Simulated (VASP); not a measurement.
# Si2W: structure and properties in VASP, part 3 of 4

What structure and properties does LDA give Si2W, and how near are they to the measured ones? The start is a cell from a database of measured crystal structures.

VASP 6.6.1, plane waves and PAW; the level of theory is named at each step.

So far. Step 4 (Single point with fields (LDA)): In this run the pressure is 0.01 GPa, small enough to go on. Step 5 (Band structure (LDA)): There is no gap at this level. The relaxed cell has a = 3.187, c = 7.773 Å (conventional setting).

**6. Total and projected DOS (LDA)**

Level of this step: LDA; plane waves and PAW (Si, W) (VASP).

A density of states needs more k-points than a total energy; ISMEAR = -5 takes tetrahedra, and LORBIT projects the states on the PAW spheres. The mesh is finer than in the run before.

Contents of INCAR:

```
SYSTEM = Si2W
PREC = Accurate
ENCUT = 400
EDIFF = 1E-06
NELM = 100
ISMEAR = -5
SIGMA = 0.05
LREAL = .FALSE.
ALGO = Normal
GGA = CA
NBANDS = 20
LASPH = .TRUE.
LORBIT = 11
LWAVE = .FALSE.
LCHARG = .FALSE.
KPAR = 2
NEDOS = 2001
```

Contents of POSCAR:

```
Si2W
1.0
   -1.5936247427      1.5936247427      3.8863588592
    1.5936247427     -1.5936247427      3.8863588592
    1.5936247427      1.5936247427     -3.8863588592
Si W
2 1
Direct
    0.3348864609      0.3348864609      0.0000000000
    0.6651135391      0.6651135391      0.0000000000
    0.0000000000      0.0000000000      0.0000000000
```

Contents of KPOINTS:

```
Automatic mesh
0
Gamma
14 14 14
0 0 0
```

Potentials, in the order of the species: Si and W (LDA family, release 64).

Started as:

```bash
> mpirun -np 2 vasp_std
```

Output:

```text
[... set-up lines as in an earlier step ...]
 entering main loop
       N       E                     dE             d eps       ncg     rms          rms(c)
DAV:   1     0.140137425339E+02    0.14014E+02   -0.47519E+03  9816   0.489E+02
DAV:   2    -0.268809474076E+02   -0.40895E+02   -0.37932E+02 11876   0.119E+02
DAV:   3    -0.283149044973E+02   -0.14340E+01   -0.14132E+01 12172   0.178E+01
DAV:   4    -0.283215600539E+02   -0.66556E-02   -0.66577E-02 11588   0.151E+00
DAV:   5    -0.283215997767E+02   -0.39723E-04   -0.39754E-04 12056   0.115E-01    0.266E+01
DAV:   6    -0.275989631828E+02    0.72264E+00   -0.90401E-01 12720   0.553E+00    0.110E+01
DAV:   7    -0.274749449806E+02    0.12402E+00   -0.16364E-01 10640   0.208E+00    0.541E+00
DAV:   8    -0.274513335876E+02    0.23611E-01   -0.33026E-02 11476   0.974E-01    0.581E-01
DAV:   9    -0.274510402784E+02    0.29331E-03   -0.13626E-03 10888   0.211E-01    0.351E-01
DAV:  10    -0.274509660058E+02    0.74273E-04   -0.21391E-04 11576   0.652E-02    0.114E-01
DAV:  11    -0.274509368044E+02    0.29201E-04   -0.47860E-05 10940   0.325E-02    0.280E-02
DAV:  12    -0.274509392195E+02   -0.24150E-05   -0.17723E-06 11172   0.764E-03    0.794E-03
DAV:  13    -0.274509387384E+02    0.48114E-06   -0.15207E-07  5884   0.235E-03
   1 F= -.27450939E+02 E0= -.27450939E+02  d E =0.000000E+00
 -----------------------------------------------------------------------------
|                                                                             |
|           W    W    AA    RRRRR   N    N  II  N    N   GGGG   !!!           |
|           W    W   A  A   R    R  NN   N  II  NN   N  G    G  !!!           |
|           W    W  A    A  R    R  N N  N  II  N N  N  G       !!!           |
|           W WW W  AAAAAA  RRRRR   N  N N  II  N  N N  G  GGG   !            |
|           WW  WW  A    A  R   R   N   NN  II  N   NN  G    G                |
|           W    W  A    A  R    R  N    N  II  N    N   GGGG   !!!           |
|                                                                             |
|     Tetrahedron method does not include variations of the Fermi             |
|     occupations, so forces and stress will be inaccurate. We suggest        |
|     using a different smearing scheme ISMEAR = 1 or 2 for metals in         |
|     relaxations.                                                            |
|                                                                             |
 -----------------------------------------------------------------------------
```

Wall time 76 s (2 MPI ranks of AMD EPYC 7R43, shared host); peak memory 0.45 GiB.

From OUTCAR (step 6):

```text
   k-points           NKPTS =    244   k-points in BZ     NKDIM =    244   number of bands    NBANDS=     20

   NELECT =      14.0000    total number of electrons

 E-fermi :  10.8167

 k-point     1 :       0.0000    0.0000    0.0000
  band No.  band energies     occupation
    ...
      2       3.8528      2.00000
      3       7.1373      2.00000
      4       7.3563      2.00000
      5       7.9368      2.00000
      6       7.9368      2.00000
      7      11.4311     -0.18937
      8      13.7493      0.00000
      9      13.8131      0.00000
     10      14.0333      0.00000
     11      14.0333      0.00000
    ...

  Total       -0.0118526     -0.0118526      0.0236577      0.0000000      0.0000000      0.0000000
  in kB       -0.4810044     -0.4810044      0.9600814      0.0000000      0.0000000      0.0000000
  external PRESSURE =      -0.0006425 kB  Pullay stress =       0.0000000 kB

 POSITION                                       TOTAL-FORCE (eV/Angst)
 -----------------------------------------------------------------------------------
      0.00000      0.00000      2.60298        -0.000000     -0.000000     -0.020914
      0.00000      0.00000      5.16974         0.000000      0.000000      0.020914
      0.00000      0.00000      0.00000        -0.000000     -0.000000      0.000000
 -----------------------------------------------------------------------------------
    total drift:                                0.000000      0.000000     -0.000000

  FREE ENERGIE OF THE ION-ELECTRON SYSTEM (eV)
  ---------------------------------------------------
  free  energy   TOTEN  =       -27.4509387384 eV

  energy  without entropy=      -27.4509387384  energy(sigma->0) =      -27.45093874

[... 6 parts as in an earlier step ...]

[... 10 further parts left out ...]
```

With tetrahedra the forces and stress of a metal are not exact derivatives of the energy.

Numbers from this step:

```
SCF cycles             : 13
irreducible k-points   : 244
Fermi energy           : 10.82 eV
pressure               : -6.42e-5 GPa
DOS at the Fermi level : 0.2133 states/eV/cell
```

The density of states has structure finer than the step of the table below, so its rows give means over 1 eV, whole bins alone (the curve runs from -12.0 to 5.79 eV). Peaks (eV: height): total -2.4: 4.64, 2.7: 2.92, 3.1: 2.20, 4.5: 3.00; W d -2.5: 2.13, 2.7: 1.44, 3.1: 1.02, 4.5: 0.996; Si p -6.5: 0.301, -2.4: 0.715, 2.7: 0.278, 4.5: 0.419; Si s -9.6: 0.377, -4.3: 0.115, 2.6: 0.253, 4.5: 0.195; W p -2.4: 0.394.

States under -12.0 eV and over 5.8 eV are left out. Density of states against energy, zero at the Fermi level; means over each step; values in states/eV/cell:

```
energy (eV)  total     W d    Si p     Si s      W p      W s
        -11  0.546  0.0279  0.0290    0.177   0.0298   0.0425
        -10  0.830   0.100  0.0485    0.265   0.0420   0.0432
         -9  0.831   0.113  0.0660    0.241   0.0467   0.0316
         -8  0.634   0.125  0.0722    0.145   0.0208   0.0210
         -7  0.765   0.157   0.145   0.0668   0.0240   0.0655
         -6   1.12   0.236   0.251   0.0372   0.0540   0.0752
         -5  0.882   0.232   0.144   0.0767   0.0385   0.0526
         -4   1.41   0.524   0.195   0.0838   0.0605   0.0774
         -3   2.95    1.37   0.423   0.0780    0.167   0.0427
         -2   2.15   0.963   0.334   0.0347    0.164  0.00892
         -1  0.842   0.550  0.0760   0.0104   0.0115   6.7e-4
          0  0.360   0.229  0.0364  0.00818  0.00645   7.9e-4
          1  0.818   0.365   0.110   0.0687   0.0179  0.00642
          2   1.84   0.845   0.199    0.147   0.0484   0.0474
          3   2.13   0.939   0.214    0.160   0.0553    0.116
          4   1.81   0.638   0.216    0.103   0.0498   0.0999
          5   1.77   0.513   0.285   0.0937   0.0769   0.0767
```

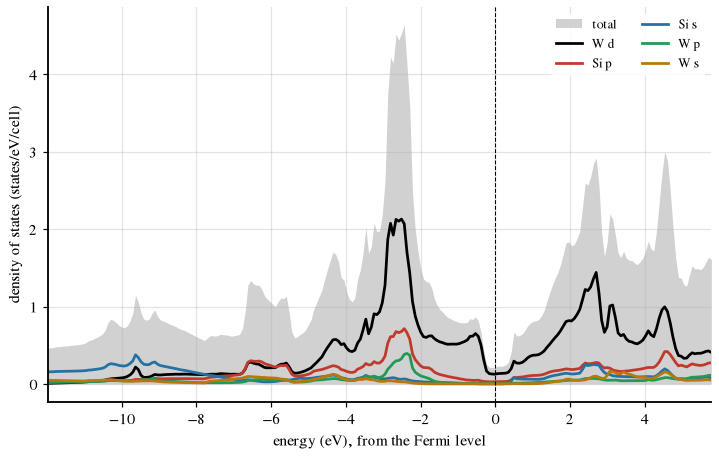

Density of states, plotted against energy.

The finer mesh and the other smearing move the Fermi level by +0.01 eV from the 10×10×10 run, a small shift, which tests the Fermi level alone. Of the states within 0.3 eV of the Fermi level, the largest shares in the PAW spheres are W d 60 % and Si p 13 %. The rest lies in smaller channels or between the spheres.

**7. Band structure (LDA + SOC)**

This step: LDA, spin-orbit coupling; plane waves and PAW (Si, W) (VASP 6.6.1).

The mesh alone shows little of the dispersion and can miss band extrema, so KPOINTS_OPT adds a path through the symmetry points after the self-consistent cycle. Spin-orbit coupling needs spinors and the noncollinear program, where each band holds one electron.

Contents of INCAR:

```
SYSTEM = Si2W
PREC = Accurate
ENCUT = 400
EDIFF = 1E-06
NELM = 100
ISMEAR = 0
SIGMA = 0.05
LREAL = .FALSE.
ALGO = Normal
GGA = CA
LNONCOLLINEAR = .TRUE.
MAGMOM = 0 0 0 0 0 0 0 0 0
NBANDS = 26
GGA_COMPAT = .FALSE.
LASPH = .TRUE.
LSORBIT = .TRUE.
LMAXMIX = 4
LORBIT = 11
LWAVE = .FALSE.
LCHARG = .FALSE.
KPAR = 2
```

POSCAR is that of step 6.

Contents of KPOINTS:

```
Automatic mesh
0
Gamma
8 8 8
0 0 0
```

Contents of KPOINTS_OPT:

```
Line mode
16
Line-mode
Reciprocal
  0.00000000   0.00000000   0.00000000 GAMMA
  0.00000000   0.00000000   0.50000000 X

  0.00000000   0.00000000   0.50000000 X
 -0.08407296   0.08407296   0.50000000 Y

 -0.08407296   0.08407296   0.50000000 Y
 -0.29203648   0.29203648   0.29203648 S

 -0.29203648   0.29203648   0.29203648 S
  0.00000000   0.00000000   0.00000000 GAMMA

  0.00000000   0.00000000   0.00000000 GAMMA
  0.50000000   0.50000000  -0.50000000 Z

  0.50000000   0.50000000  -0.50000000 Z
  0.29203648   0.70796352  -0.29203648 S1

  0.29203648   0.70796352  -0.29203648 S1
  0.00000000   0.50000000   0.00000000 N

  0.00000000   0.50000000   0.00000000 N
  0.25000000   0.25000000   0.25000000 P

  0.25000000   0.25000000   0.25000000 P
  0.50000000   0.50000000  -0.08407296 Y1

  0.50000000   0.50000000  -0.08407296 Y1
  0.50000000   0.50000000  -0.50000000 Z

  0.00000000   0.00000000   0.50000000 X
  0.25000000   0.25000000   0.25000000 P
```

Started as:

```bash
> mpirun -np 2 vasp_ncl
```

Output:

```text
[... set-up lines as in an earlier step ...]
 entering main loop
       N       E                     dE             d eps       ncg     rms          rms(c)
DAV:   1     0.192026716988E+02    0.19203E+02   -0.49891E+03  3156   0.761E+02
DAV:   2    -0.263276864774E+02   -0.45530E+02   -0.42392E+02  3764   0.170E+02
DAV:   3    -0.284412580025E+02   -0.21136E+01   -0.20630E+01  4122   0.318E+01
DAV:   4    -0.284709724596E+02   -0.29714E-01   -0.29634E-01  3834   0.397E+00
DAV:   5    -0.284714167189E+02   -0.44426E-03   -0.44388E-03  4030   0.445E-01    0.266E+01
DAV:   6    -0.277692032126E+02    0.70221E+00   -0.16323E+00  3938   0.842E+00    0.111E+01
DAV:   7    -0.276452034138E+02    0.12400E+00   -0.20390E-01  3422   0.327E+00    0.572E+00
DAV:   8    -0.276206668112E+02    0.24537E-01   -0.31565E-02  3804   0.129E+00    0.112E+00
DAV:   9    -0.276201558690E+02    0.51094E-03   -0.17074E-03  3982   0.293E-01    0.317E-01
DAV:  10    -0.276199929059E+02    0.16296E-03   -0.41594E-04  3664   0.140E-01    0.164E-01
DAV:  11    -0.276199826890E+02    0.10217E-04   -0.89283E-05  3588   0.597E-02    0.394E-02
DAV:  12    -0.276199791324E+02    0.35565E-05   -0.66442E-06  3464   0.177E-02    0.102E-02
DAV:  13    -0.276199791496E+02   -0.17104E-07   -0.64826E-07  2308   0.527E-03
   1 F= -.27619979E+02 E0= -.27619804E+02  d E =-.351097E-03  mag=    -0.0000     0.0000     0.0000
 Start KPOINTS_OPT (optional k-point list driver)
k-point batch [1-59\176]
       N       E                     dE             ncg
DAV:   1     0.736963020327E+04   -0.15880E+05     3116
DAV:   2     0.466572453645E+04   -0.27039E+04     3864
DAV:   3     0.454586093032E+04   -0.11986E+03     4060
DAV:   4     0.454446199877E+04   -0.13989E+01     3772
DAV:   5     0.454444229789E+04   -0.19701E-01     3986
DAV:   6     0.454444204418E+04   -0.25370E-03     3924
DAV:   7     0.454444203972E+04   -0.44592E-05     3616
DAV:   8     0.454444203957E+04   -0.15010E-06     2708
[...]
k-point batch [119-176\176]
       N       E                     dE             ncg
DAV:   1     0.760688126941E+04   -0.21118E+05     3056
DAV:   2     0.501646084451E+04   -0.25904E+04     3736
DAV:   3     0.490573728370E+04   -0.11072E+03     3988
DAV:   4     0.490446205304E+04   -0.12752E+01     3612
DAV:   5     0.490444578714E+04   -0.16266E-01     3658
DAV:   6     0.490444542702E+04   -0.36012E-03     3698
DAV:   7     0.490444541572E+04   -0.11305E-04     3234
DAV:   8     0.490444541515E+04   -0.56693E-06     2642
```

Wall time 2.5 min (2 MPI ranks); peak memory 0.56 GiB.

Parts of OUTCAR (step 7):

```text
   k-points           NKPTS =     59   k-points in BZ     NKDIM =     59   number of bands    NBANDS=     26

   NELECT =      14.0000    total number of electrons

 E-fermi :  10.7754

 k-point     1 :       0.0000    0.0000    0.0000
  band No.  band energies     occupation
    ...
      8       7.3301      1.00000
      9       7.8626      1.00000
     10       7.8626      1.00000
     11       8.0229      1.00000
     12       8.0229      1.00000
     13      11.4558      0.00000
     14      11.4558      0.00000
     15      13.4581      0.00000
     16      13.4581      0.00000
     17      13.8087      0.00000
    ...

  Total       -0.0049237     -0.0049237     -0.0606444      0.0000000      0.0000000      0.0000000
  in kB       -0.1998147     -0.1998147     -2.4610844      0.0000000      0.0000000      0.0000000
  external PRESSURE =      -0.9535713 kB  Pullay stress =       0.0000000 kB

 POSITION                                       TOTAL-FORCE (eV/Angst)
 -----------------------------------------------------------------------------------
      0.00000      0.00000      2.60298         0.000000      0.000000     -0.006623
      0.00000      0.00000      5.16974         0.000000      0.000000      0.006623
      0.00000      0.00000      0.00000        -0.000000     -0.000000      0.000000
 -----------------------------------------------------------------------------------
    total drift:                                0.000000     -0.000000      0.000000

  FREE ENERGIE OF THE ION-ELECTRON SYSTEM (eV)
  ---------------------------------------------------
  free  energy   TOTEN  =       -27.6199791496 eV

  energy  without entropy=      -27.6196280525  energy(sigma->0) =      -27.61980360

 Spin-Orbit-Coupling matrix elements
 Ion:    1  E_soc:     -0.0011800
 Ion:    2  E_soc:     -0.0011800
 Ion:    3  E_soc:     -0.3377306

 magnetization (x)
# of ion       s       p       d       tot
------------------------------------------
    1       -0.000  -0.000   0.000  -0.000
    2       -0.000  -0.000   0.000  -0.000
    3       -0.000  -0.000  -0.000  -0.000
--------------------------------------------------
tot         -0.000  -0.000  -0.000  -0.000

 magnetization (y)
# of ion       s       p       d       tot
------------------------------------------
    1        0.000   0.000   0.000   0.000
    2        0.000   0.000   0.000   0.000
    3        0.000  -0.000   0.000   0.000
--------------------------------------------------
tot          0.000   0.000   0.000   0.000

 magnetization (z)
# of ion       s       p       d       tot
------------------------------------------
    1        0.000   0.000   0.000   0.000
    2        0.000   0.000   0.000   0.000
    3        0.000   0.000   0.000   0.000
--------------------------------------------------
tot          0.000   0.000   0.000   0.000

[... 6 parts as in an earlier step ...]

[... 10 further parts left out ...]
```

This step gave:

```
bands                   : 26
irreducible k-points    : 59
free energy (TOTEN)     : -27.62 eV
energy at zero smearing : -27.62 eV
Fermi energy            : 10.78 eV
pressure                : -0.09536 GPa
```

On-site spin-orbit energy by atom:

```
atom  on-site spin-orbit energy (eV)
 Si1                          -0.001
 Si2                          -0.001
  W3                          -0.338
```

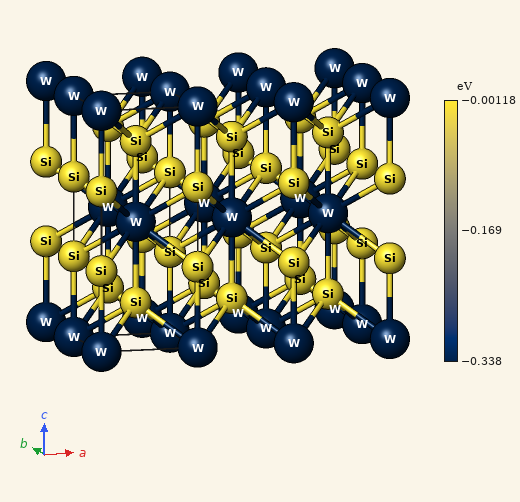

Atoms coloured by on-site spin-orbit energy. 3×2×1 conventional cells are drawn. Some periodic images of atoms are drawn too.

Electronic bands along the path, in eV, zero at the Fermi level; # counts the bands kept, so #1 is VASP's band 3:

```
    point     #7     #8     #9    #10    #11    #12    #13    #14
        Γ  -2.91  -2.91  -2.75  -2.75   0.68   0.68   2.68   2.68
        X  -5.01  -5.01  -3.30  -3.30  -1.69  -1.69   2.97   2.97
        Y  -4.04  -4.04  -3.16  -3.16  -2.27  -2.27   2.03   2.03
        S  -2.71  -2.71  -2.46  -2.46  -0.29  -0.29   1.86   1.86
        Γ  -2.91  -2.91  -2.75  -2.75   0.68   0.68   2.68   2.68
        Z  -0.87  -0.87  -0.61  -0.61  -0.58  -0.58  -0.37  -0.37
       S1  -2.71  -2.71  -2.46  -2.46  -0.29  -0.29   1.86   1.86
        N  -2.88  -2.88  -2.76  -2.76  -0.40  -0.40   2.77   2.77
        P  -3.05  -3.05  -2.49  -2.49  -2.25  -2.25   0.21   0.21
       Y1  -4.04  -4.04  -3.16  -3.16  -2.27  -2.27   2.03   2.03
        Z  -0.87  -0.87  -0.61  -0.61  -0.58  -0.58  -0.37  -0.37
jump to X  -5.01  -5.01  -3.30  -3.30  -1.69  -1.69   2.97   2.97
        P  -3.05  -3.05  -2.49  -2.49  -2.25  -2.25   0.21   0.21
```

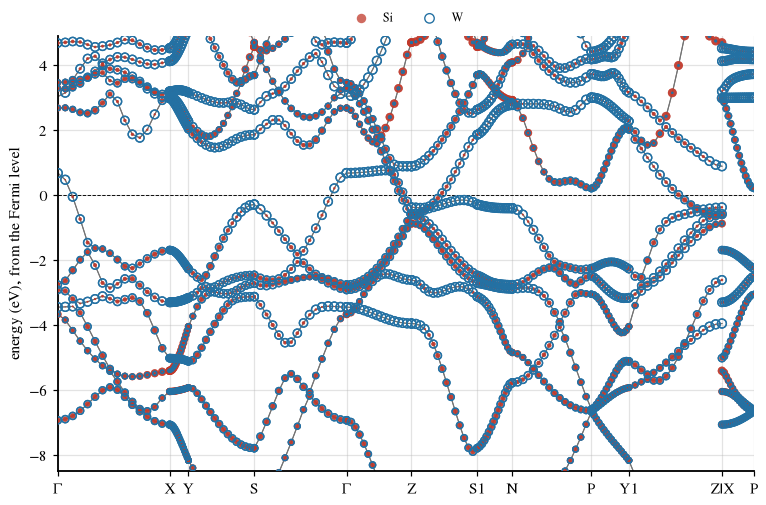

Electronic bands along the path; dots are coloured as in the legend, and their area grows with the weight.

There is no gap at this level.

(Part 3 of 4 ends here.)

[Lines on the potential files, build, host, timing and source positions are cut from VASP's logs without a mark.]

[Logs are printed without paths, hosts, clocks, repeated set-up lines and the standing remarks that a program may print on its own settings, such as how far it seeks lower states.]

[Hosts, paths, dates, database ids (printed as entryN), source tags and the programs' standing remarks are cut or masked in the printed files.]

[A measured line is paired with the nearest computed mode of its activity, which favours agreement.]
